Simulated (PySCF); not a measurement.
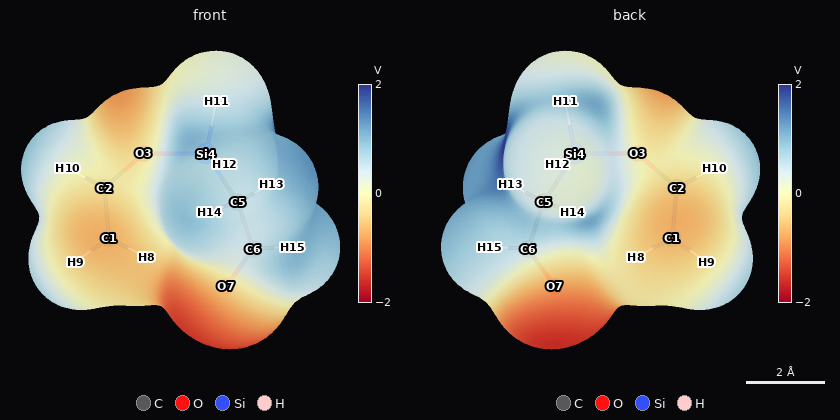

*C$_{4}$H$_{8}$O$_{2}$Si (SMILES C=CO[SiH2]CC=O). The electrostatic potential painted on the density surface at 0.002 e/bohr³, seen from the front and from behind; the colour scale runs from red (negative) to blue (positive).*

Geometry: GFN2-xTB.

Method: PBE0/pcSseg-1, SCF density, gas phase, non-relativistic (PySCF).

```csv
atom,x (Å),y (Å),z (Å)
C,1.9794,-0.8935,-0.4406
C,2.0775,0.4217,-0.4357
O,1.1197,1.2968,-0.0503
Si,-0.3404,1.2514,0.6391
C,-1.6052,0.1693,-0.3481
C,-1.7409,-1.1430,0.3092
O,-1.0688,-2.1170,0.0826
H,1.0875,-1.4055,-0.1241
H,2.8012,-1.4973,-0.7775
H,2.9701,0.9428,-0.7625
H,-0.7107,2.6518,0.4979
H,-0.2812,0.7707,2.0191
H,-2.5641,0.6785,-0.3789
H,-1.2172,0.0493,-1.3591
H,-2.5111,-1.1680,1.1071
```

Q: Where is the surface potential most negative and most positive?

A: The most negative region (about −1.6 V) lies over O7, the most positive (about +1.8 V) over Si4. O7 is the likeliest acceptor of a hydrogen bond.
